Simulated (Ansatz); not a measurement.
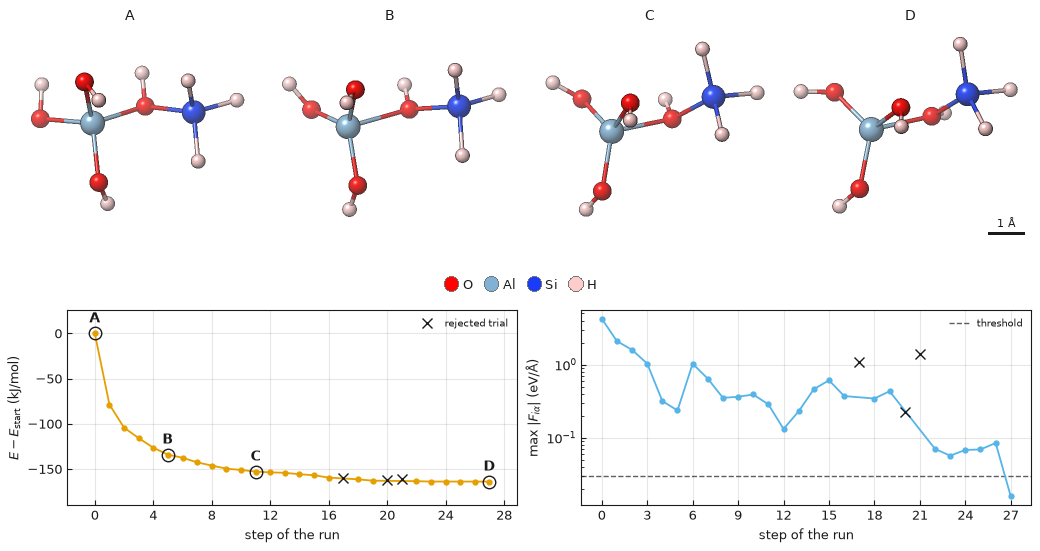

Frames of a relaxation of AlSiH7O4 (coarse preliminary run), marked on the history of the run. The picture is a ball-and-stick view, seen at a tilt.

The start comes from a force field.

Theory: Ansatz, RKS PBE-D4/def2-SVP. (force threshold 0.03 eV/Å; at most 200 steps)

Question: Describe the path.

Answer: After 24 accepted moves (27 points after the start) the energy has fallen by 163.9 kJ/mol. Largest force component: 4.3 eV/Å at the start, 0.016 eV/Å at the end. The line search rejected the trial steps at points 17, 20, 21 of the run. An H atom moves most after the best rigid fit: 1.44 Å. Largest moves by element: H 1.44 Å, O 1.27 Å, Si 0.67 Å, Al 0.27 Å. Near-neighbour distances that change, for instance: O–Si 3.466 → 2.092 Å, Al–O 1.814 → 1.727 Å, H–Si 1.447 → 1.531 Å, O–Si 1.733 → 1.811 Å. Among the angles between lasting bonds that change: O–Al–O 109.5° → 79.1°, Al–O–H 106.0° → 134.1°, O–Si–H 111.2° → 91.0°. Groups turn about Al–O by about 25°. From step 0 to 5: an H atom moves most (0.54 Å), energy −134.0 kJ/mol. From step 5 to 11: H atoms move most (0.83 Å), energy −18.8 kJ/mol. From step 11 to 27: an H atom moves most (0.72 Å), energy −11.1 kJ/mol.

```json
{"step": "0", "E − E(0), kJ/mol": "0.00", "largest force component, eV/Å": "4.2505", "note": ""}
{"step": "1", "E − E(0), kJ/mol": "-78.57", "largest force component, eV/Å": "2.0945", "note": ""}
{"step": "2", "E − E(0), kJ/mol": "-104.19", "largest force component, eV/Å": "1.5903", "note": ""}
{"step": "3", "E − E(0), kJ/mol": "-115.69", "largest force component, eV/Å": "1.0324", "note": ""}
{"step": "4", "E − E(0), kJ/mol": "-126.38", "largest force component, eV/Å": "0.3175", "note": ""}
{"step": "5", "E − E(0), kJ/mol": "-134.00", "largest force component, eV/Å": "0.2362", "note": ""}
{"step": "6", "E − E(0), kJ/mol": "-137.48", "largest force component, eV/Å": "1.0281", "note": ""}
{"step": "7", "E − E(0), kJ/mol": "-142.55", "largest force component, eV/Å": "0.6423", "note": ""}
{"step": "8", "E − E(0), kJ/mol": "-146.10", "largest force component, eV/Å": "0.3510", "note": ""}
{"step": "9", "E − E(0), kJ/mol": "-149.53", "largest force component, eV/Å": "0.3629", "note": ""}
{"step": "10", "E − E(0), kJ/mol": "-150.93", "largest force component, eV/Å": "0.3903", "note": ""}
{"step": "11", "E − E(0), kJ/mol": "-152.79", "largest force component, eV/Å": "0.2856", "note": ""}
{"step": "12", "E − E(0), kJ/mol": "-153.62", "largest force component, eV/Å": "0.1318", "note": ""}
{"step": "13", "E − E(0), kJ/mol": "-154.10", "largest force component, eV/Å": "0.2300", "note": ""}
{"step": "14", "E − E(0), kJ/mol": "-155.71", "largest force component, eV/Å": "0.4617", "note": ""}
{"step": "15", "E − E(0), kJ/mol": "-156.78", "largest force component, eV/Å": "0.6106", "note": ""}
{"step": "16", "E − E(0), kJ/mol": "-159.43", "largest force component, eV/Å": "0.3716", "note": ""}
{"step": "17", "E − E(0), kJ/mol": "-159.31", "largest force component, eV/Å": "1.0810", "note": "rejected"}
{"step": "18", "E − E(0), kJ/mol": "-161.33", "largest force component, eV/Å": "0.3437", "note": ""}
{"step": "19", "E − E(0), kJ/mol": "-162.80", "largest force component, eV/Å": "0.4325", "note": ""}
{"step": "20", "E − E(0), kJ/mol": "-162.51", "largest force component, eV/Å": "0.2250", "note": "rejected"}
{"step": "21", "E − E(0), kJ/mol": "-161.29", "largest force component, eV/Å": "1.3748", "note": "rejected"}
{"step": "22", "E − E(0), kJ/mol": "-163.39", "largest force component, eV/Å": "0.0703", "note": ""}
{"step": "23", "E − E(0), kJ/mol": "-163.77", "largest force component, eV/Å": "0.0568", "note": ""}
{"step": "24", "E − E(0), kJ/mol": "-163.79", "largest force component, eV/Å": "0.0681", "note": ""}
{"step": "25", "E − E(0), kJ/mol": "-163.79", "largest force component, eV/Å": "0.0691", "note": ""}
{"step": "26", "E − E(0), kJ/mol": "-163.81", "largest force component, eV/Å": "0.0847", "note": ""}
{"step": "27", "E − E(0), kJ/mol": "-163.86", "largest force component, eV/Å": "0.0158", "note": ""}
```
